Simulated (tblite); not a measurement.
C$_{5}$H$_{14}$OSi$_{3}$: geometry relaxation (part 4 of 4)

The same run, continued: C$_{5}$H$_{14}$OSi$_{3}$; GFN2-xTB geometry optimisation, gas phase (tblite 0.8.0). It belongs to a series of runs on one base structure; here: H on Si replaced by COCH3.

Geometry of the input (Å):
```
C  -2.9874  1.0883  -0.3164
C  -2.8100  -0.3838  -0.4746
O  -3.4257  -1.0811  -1.2543
Si -1.5401  -1.2465  0.5778
C  -0.0439  -0.1626  1.1257
C  0.7208  -0.2402  -0.2596
C  2.2549  -0.1115  -0.2105
Si 2.9147  1.6175  0.1433
Si 0.1307  -2.0958  -0.6294
H  -3.1944  1.3470  0.7339
H  -2.1147  1.6213  -0.6782
H  -3.8627  1.4027  -0.9084
H  -2.0692  -2.0630  1.7346
H  -0.3419  0.8506  1.4034
H  0.4869  -0.5919  1.9734
H  0.2959  0.4089  -1.0256
H  2.6695  -0.7836  0.5581
H  2.6766  -0.4317  -1.1697
H  2.4151  2.5552  -0.8942
H  2.4359  2.0771  1.4731
H  4.3895  1.6111  0.1338
H  -0.0298  -2.3007  -2.0926
H  1.0245  -3.0603  0.0665
```

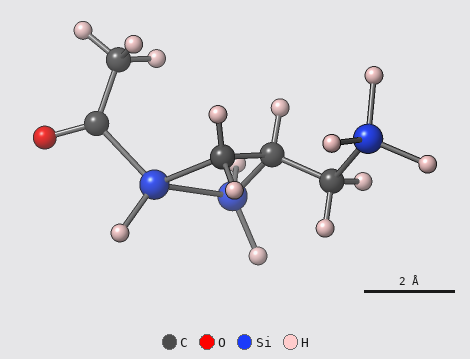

Fig. 1: The geometry at step 165 of the log (ball-and-stick view, seen at a tilt).

**Trajectory as extended XYZ, continued**
```
23
Properties=species:S:1:pos:R:3:forces:R:3 step=144 energy=-735.47112
C    -3.1232    0.7481   -0.7133    0.0050   0.0030   0.0010
C    -3.1170   -0.4969    0.1319    0.0080   0.0060   0.0020
O    -4.1284   -1.1054    0.4006   -0.0090  -0.0010   0.0100
Si   -1.4212   -1.1791    0.7270    0.0010   0.0040   0.0000
C    -0.0282    0.1444    0.8982    0.0070   0.0000   0.0030
C     0.8262   -0.1396   -0.3639    0.0010  -0.0010   0.0000
C     2.3236   -0.1752   -0.0767   -0.0010  -0.0050  -0.0040
Si    3.0419    1.4753    0.5441   -0.0090  -0.0030   0.0000
Si    0.0464   -1.8081   -0.9712    0.0020   0.0020  -0.0100
H    -2.7200    1.5724   -0.1287   -0.0030   0.0040   0.0100
H    -2.4718    0.6006   -1.5722   -0.0010  -0.0050  -0.0090
H    -4.1298    0.9934   -1.0455    0.0050  -0.0040  -0.0060
H    -1.7101   -1.9229    1.9591   -0.0060   0.0000  -0.0050
H    -0.3292    1.1891    0.9670    0.0050  -0.0040   0.0000
H     0.5640   -0.0605    1.7899   -0.0080  -0.0010   0.0100
H     0.6463    0.6496   -1.1009    0.0010   0.0020   0.0010
H     2.5254   -0.9643    0.6525    0.0060   0.0030  -0.0030
H     2.8503   -0.4642   -0.9903   -0.0030   0.0000  -0.0020
H     2.6878    2.5337   -0.4055   -0.0050   0.0030  -0.0030
H     2.5173    1.8198    1.8672   -0.0030  -0.0020  -0.0060
H     4.4988    1.3532    0.6287    0.0030   0.0050   0.0050
H    -0.3173   -1.7980   -2.3959    0.0070   0.0050   0.0000
H     0.9637   -2.9384   -0.7920   -0.0030  -0.0100   0.0040
23
Properties=species:S:1:pos:R:3:forces:R:3 step=149 energy=-735.47148
C    -3.1184    0.7496   -0.7121   -0.0010   0.0000   0.0000
C    -3.1151   -0.4938    0.1348    0.0040  -0.0050   0.0060
O    -4.1282   -1.0969    0.4097   -0.0070   0.0020   0.0050
Si   -1.4200   -1.1799    0.7265   -0.0010  -0.0130  -0.0030
C    -0.0264    0.1423    0.8974   -0.0070   0.0000  -0.0040
C     0.8282   -0.1444   -0.3642    0.0040   0.0030   0.0080
C     2.3250   -0.1790   -0.0764    0.0070   0.0100   0.0050
Si    3.0349    1.4755    0.5427    0.0070   0.0090  -0.0020
Si    0.0469   -1.8105   -0.9737   -0.0040  -0.0030   0.0150
H    -2.7232    1.5739   -0.1215   -0.0010   0.0040  -0.0110
H    -2.4612    0.6033   -1.5668    0.0080   0.0050   0.0030
H    -4.1228    0.9919   -1.0522   -0.0050   0.0020  -0.0020
H    -1.7117   -1.9223    1.9592   -0.0010  -0.0010  -0.0080
H    -0.3295    1.1865    0.9603    0.0050   0.0060   0.0070
H     0.5615   -0.0581    1.7932    0.0030  -0.0030  -0.0120
H     0.6493    0.6440   -1.1029   -0.0010  -0.0010   0.0130
H     2.5281   -0.9647    0.6557    0.0040  -0.0070  -0.0080
H     2.8528   -0.4681   -0.9891    0.0000  -0.0040   0.0000
H     2.6777    2.5316   -0.4085   -0.0070   0.0010  -0.0030
H     2.5076    1.8197    1.8646   -0.0060  -0.0020  -0.0030
H     4.4924    1.3643    0.6304    0.0040   0.0000   0.0030
H    -0.3103   -1.7908   -2.3989   -0.0040   0.0000  -0.0180
H     0.9576   -2.9469   -0.7983   -0.0020  -0.0050   0.0080
23
Properties=species:S:1:pos:R:3:forces:R:3 step=154 energy=-735.47181
C    -3.1135    0.7521   -0.7095   -0.0040   0.0020  -0.0010
C    -3.1152   -0.4913    0.1377   -0.0060   0.0050  -0.0050
O    -4.1317   -1.0862    0.4175   -0.0050  -0.0050   0.0070
Si   -1.4217   -1.1853    0.7228    0.0010   0.0090   0.0000
C    -0.0295    0.1396    0.8971    0.0030  -0.0060   0.0020
C     0.8280   -0.1467   -0.3625   -0.0010   0.0000  -0.0010
C     2.3257   -0.1785   -0.0768    0.0000  -0.0050   0.0000
Si    3.0333    1.4786    0.5387    0.0030  -0.0040  -0.0020
Si    0.0479   -1.8131   -0.9748    0.0030   0.0040  -0.0080
H    -2.7280    1.5771   -0.1135   -0.0010   0.0070  -0.0050
H    -2.4453    0.6099   -1.5563    0.0010   0.0040  -0.0020
H    -4.1154    0.9920   -1.0593    0.0060  -0.0010  -0.0020
H    -1.7165   -1.9330    1.9510    0.0040  -0.0030   0.0010
H    -0.3330    1.1842    0.9589    0.0020  -0.0100   0.0060
H     0.5582   -0.0592    1.7931    0.0020  -0.0070   0.0010
H     0.6481    0.6425   -1.0996   -0.0030   0.0010  -0.0080
H     2.5312   -0.9648    0.6539    0.0040   0.0010   0.0060
H     2.8507   -0.4700   -0.9905    0.0030   0.0090  -0.0030
H     2.6710    2.5321   -0.4136   -0.0030  -0.0020  -0.0010
H     2.5032    1.8199    1.8600   -0.0070   0.0040   0.0030
H     4.4914    1.3735    0.6302   -0.0030  -0.0010  -0.0030
H    -0.2962   -1.7934   -2.4047   -0.0020  -0.0020   0.0090
H     0.9524   -2.9530   -0.7896    0.0010   0.0000   0.0050
23
Properties=species:S:1:pos:R:3:forces:R:3 step=159 energy=-735.47201
C    -3.1135    0.7589   -0.7067    0.0070   0.0020  -0.0010
C    -3.1148   -0.4882    0.1353    0.0000   0.0020   0.0100
O    -4.1310   -1.0843    0.4143   -0.0040   0.0060  -0.0040
Si   -1.4228   -1.1859    0.7195    0.0010  -0.0070  -0.0050
C    -0.0284    0.1347    0.8976    0.0040   0.0000   0.0010
C     0.8289   -0.1498   -0.3625    0.0020  -0.0020   0.0010
C     2.3269   -0.1787   -0.0784    0.0010   0.0070  -0.0010
Si    3.0308    1.4806    0.5355   -0.0130   0.0030   0.0070
Si    0.0509   -1.8168   -0.9738   -0.0080  -0.0060   0.0030
H    -2.7360    1.5844   -0.1059   -0.0070  -0.0040   0.0020
H    -2.4386    0.6256   -1.5499   -0.0070  -0.0050   0.0010
H    -4.1146    0.9945   -1.0608   -0.0010   0.0050  -0.0090
H    -1.7152   -1.9391    1.9450   -0.0020   0.0020  -0.0020
H    -0.3307    1.1792    0.9624    0.0060   0.0030   0.0050
H     0.5579   -0.0679    1.7935    0.0070  -0.0070   0.0000
H     0.6455    0.6381   -1.1007    0.0050  -0.0040   0.0070
H     2.5364   -0.9634    0.6533   -0.0030   0.0030  -0.0090
H     2.8510   -0.4677   -0.9934    0.0050   0.0010   0.0040
H     2.6643    2.5330   -0.4166    0.0020  -0.0040  -0.0020
H     2.4957    1.8220    1.8554    0.0040   0.0010  -0.0040
H     4.4887    1.3778    0.6267   -0.0010   0.0020   0.0000
H    -0.2841   -1.7997   -2.4050   -0.0020  -0.0050  -0.0010
H     0.9482   -2.9602   -0.7750    0.0040   0.0050  -0.0020
23
Properties=species:S:1:pos:R:3:forces:R:3 step=165 energy=-735.47246
C    -3.1050    0.7569   -0.7164   -0.0140  -0.0020  -0.0030
C    -3.1138   -0.4804    0.1398   -0.0050  -0.0090  -0.0100
O    -4.1340   -1.0653    0.4275   -0.0110   0.0030   0.0050
Si   -1.4260   -1.1901    0.7214   -0.0030   0.0070   0.0170
C    -0.0253    0.1221    0.9130    0.0100   0.0020  -0.0030
C     0.8253   -0.1495   -0.3544    0.0030  -0.0100  -0.0090
C     2.3257   -0.1746   -0.0819   -0.0030  -0.0030  -0.0010
Si    3.0273    1.4849    0.5311    0.0090   0.0060  -0.0080
Si    0.0453   -1.8136   -0.9740    0.0220   0.0060   0.0100
H    -2.7378    1.5884   -0.1182    0.0140   0.0080  -0.0050
H    -2.4233    0.6148   -1.5521    0.0130   0.0060   0.0060
H    -4.1021    0.9889   -1.0844   -0.0080  -0.0030   0.0030
H    -1.7237   -1.9493    1.9415   -0.0050  -0.0030   0.0040
H    -0.3238    1.1666    0.9948    0.0100   0.0030  -0.0040
H     0.5652   -0.0949    1.8029   -0.0010  -0.0130   0.0020
H     0.6354    0.6440   -1.0846   -0.0060  -0.0010  -0.0020
H     2.5437   -0.9627    0.6431   -0.0030  -0.0030   0.0050
H     2.8464   -0.4562   -1.0013   -0.0100  -0.0030  -0.0030
H     2.6648    2.5305   -0.4299   -0.0030   0.0060   0.0020
H     2.4882    1.8308    1.8472    0.0020   0.0050   0.0070
H     4.4859    1.3833    0.6218   -0.0100   0.0020   0.0070
H    -0.2868   -1.7920   -2.4052   -0.0020  -0.0090  -0.0090
H     0.9437   -2.9557   -0.7717   -0.0010   0.0040  -0.0110
23
Properties=species:S:1:pos:R:3:forces:R:3 step=170 energy=-735.47290
C    -3.1019    0.7607   -0.7207    0.0090   0.0000   0.0000
C    -3.1163   -0.4748    0.1384    0.0010   0.0060   0.0010
O    -4.1401   -1.0520    0.4289    0.0030  -0.0040   0.0030
Si   -1.4309   -1.1909    0.7236    0.0010  -0.0030  -0.0130
C    -0.0193    0.1092    0.9235   -0.0020  -0.0020   0.0020
C     0.8246   -0.1534   -0.3497   -0.0040   0.0030   0.0010
C     2.3263   -0.1715   -0.0860   -0.0020   0.0020  -0.0010
Si    3.0210    1.4922    0.5246    0.0000  -0.0020  -0.0010
Si    0.0460   -1.8152   -0.9720   -0.0140  -0.0100  -0.0050
H    -2.7427    1.5947   -0.1201    0.0000  -0.0010  -0.0040
H    -2.4085    0.6204   -1.5471    0.0020   0.0020  -0.0020
H    -4.0959    0.9886   -1.0998    0.0030   0.0000   0.0050
H    -1.7365   -1.9505    1.9422   -0.0020   0.0000  -0.0050
H    -0.3063    1.1553    1.0217    0.0070   0.0020   0.0000
H     0.5718   -0.1293    1.8077    0.0010   0.0000   0.0010
H     0.6260    0.6428   -1.0749   -0.0060  -0.0020  -0.0040
H     2.5531   -0.9599    0.6363   -0.0040   0.0050  -0.0020
H     2.8419   -0.4479   -1.0097   -0.0020  -0.0040   0.0010
H     2.6588    2.5332   -0.4419   -0.0040   0.0040   0.0080
H     2.4799    1.8419    1.8396    0.0030   0.0010  -0.0070
H     4.4787    1.3915    0.6190    0.0050   0.0060   0.0070
H    -0.2756   -1.7993   -2.4073   -0.0020   0.0000   0.0170
H     0.9410   -2.9589   -0.7663    0.0070  -0.0030  -0.0020
23
Properties=species:S:1:pos:R:3:forces:R:3 step=175 energy=-735.47310
C    -3.0971    0.7609   -0.7248    0.0030   0.0030   0.0000
C    -3.1141   -0.4708    0.1394    0.0030  -0.0030   0.0000
O    -4.1386   -1.0447    0.4337   -0.0030   0.0030   0.0000
Si   -1.4313   -1.1916    0.7245    0.0000   0.0030   0.0090
C    -0.0159    0.1032    0.9303   -0.0020   0.0020  -0.0050
C     0.8229   -0.1554   -0.3469    0.0020   0.0000   0.0000
C     2.3252   -0.1706   -0.0876    0.0020   0.0000  -0.0040
Si    3.0182    1.4945    0.5214   -0.0040   0.0000   0.0030
Si    0.0433   -1.8172   -0.9706    0.0070   0.0020   0.0090
H    -2.7421    1.5982   -0.1267    0.0050   0.0010   0.0060
H    -2.3994    0.6185   -1.5472   -0.0030   0.0000  -0.0050
H    -4.0900    0.9864   -1.1081    0.0020   0.0000  -0.0030
H    -1.7417   -1.9528    1.9405   -0.0020  -0.0030  -0.0010
H    -0.2958    1.1508    1.0347   -0.0050  -0.0040   0.0040
H     0.5767   -0.1428    1.8119   -0.0040  -0.0020  -0.0080
H     0.6193    0.6419   -1.0696   -0.0040  -0.0050  -0.0010
H     2.5543   -0.9592    0.6334    0.0020   0.0040   0.0040
H     2.8389   -0.4462   -1.0125    0.0010  -0.0030  -0.0050
H     2.6530    2.5342   -0.4452    0.0010   0.0040   0.0000
H     2.4741    1.8482    1.8338    0.0010  -0.0030   0.0010
H     4.4760    1.3980    0.6208    0.0020   0.0040   0.0020
H    -0.2813   -1.7961   -2.4038   -0.0070  -0.0020  -0.0060
H     0.9406   -2.9605   -0.7713    0.0010   0.0000   0.0000
23
Properties=species:S:1:pos:R:3:forces:R:3 step=180 energy=-735.47320
C    -3.0925    0.7604   -0.7274   -0.0030  -0.0010  -0.0010
C    -3.1131   -0.4688    0.1402    0.0000   0.0030   0.0040
O    -4.1397   -1.0375    0.4373   -0.0020  -0.0020   0.0000
Si   -1.4324   -1.1926    0.7270    0.0030  -0.0030  -0.0030
C    -0.0153    0.1002    0.9330   -0.0010  -0.0020   0.0030
C     0.8218   -0.1555   -0.3457   -0.0040  -0.0010  -0.0020
C     2.3249   -0.1692   -0.0897   -0.0030   0.0010   0.0020
Si    3.0170    1.4964    0.5194    0.0020   0.0030  -0.0030
Si    0.0417   -1.8168   -0.9693    0.0000  -0.0040  -0.0030
H    -2.7393    1.5988   -0.1299    0.0060   0.0030   0.0020
H    -2.3932    0.6157   -1.5478    0.0060   0.0000  -0.0060
H    -4.0841    0.9848   -1.1147    0.0000   0.0030   0.0020
H    -1.7443   -1.9577    1.9400   -0.0010   0.0010   0.0020
H    -0.2936    1.1474    1.0439   -0.0030   0.0010  -0.0040
H     0.5781   -0.1514    1.8122    0.0030  -0.0020   0.0040
H     0.6147    0.6416   -1.0674    0.0010   0.0010  -0.0030
H     2.5556   -0.9560    0.6329    0.0020  -0.0020  -0.0010
H     2.8373   -0.4464   -1.0150   -0.0010   0.0030   0.0020
H     2.6515    2.5355   -0.4477    0.0010   0.0030   0.0010
H     2.4725    1.8497    1.8317   -0.0030  -0.0030   0.0030
H     4.4750    1.4036    0.6224   -0.0040   0.0000  -0.0030
H    -0.2871   -1.7954   -2.4022   -0.0020  -0.0010   0.0030
H     0.9398   -2.9598   -0.7732    0.0030  -0.0020   0.0010
```

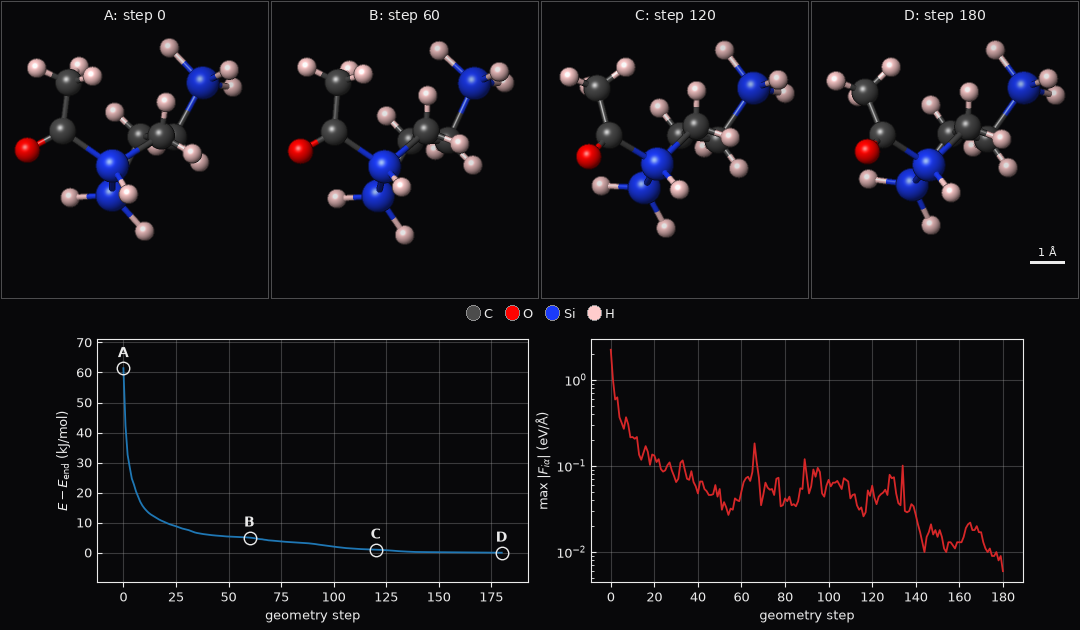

Fig. 2: Frames of the relaxation (ball-and-stick view, seen at a tilt) above the curves, on which the letters mark them (steps are counted from 0).

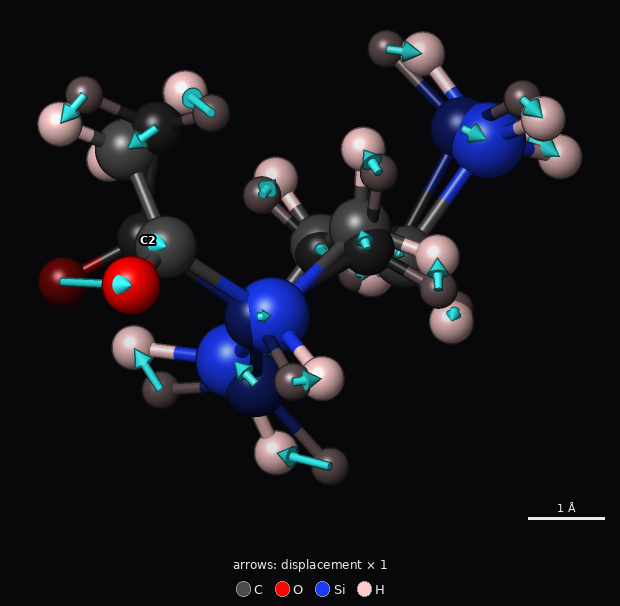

Fig. 3: Start (faint) and end (solid) with the displacements as teal arrows, at true length (ball-and-stick view, seen at a tilt). The two geometries are laid on each other by the best rigid fit. The atom that moves furthest after the best rigid fit is O3 (1.86 Å). Largest moves by element: O 1.86 Å, H 1.35 Å, C 0.71 Å, Si 0.46 Å. Distances before and after: Si4–Si9 2.229 → 2.332 Å, C2–Si4 1.861 → 1.922 Å, Si4–H13 1.512 → 1.468 Å, C6–Si9 1.982 → 1.938 Å. Among the angles that change: C2–Si4–H13 116.4° → 105.2°, H22–Si9–H23 115.9° → 106.2°, Si9–Si4–H13 118.1° → 126.6°. The energy falls by 61.4 kJ/mol in 180 geometry steps. Largest force component: 2.2 eV/Å at the start, 0.006 eV/Å at the end. (Atoms are counted from 1 in the order of the input.)
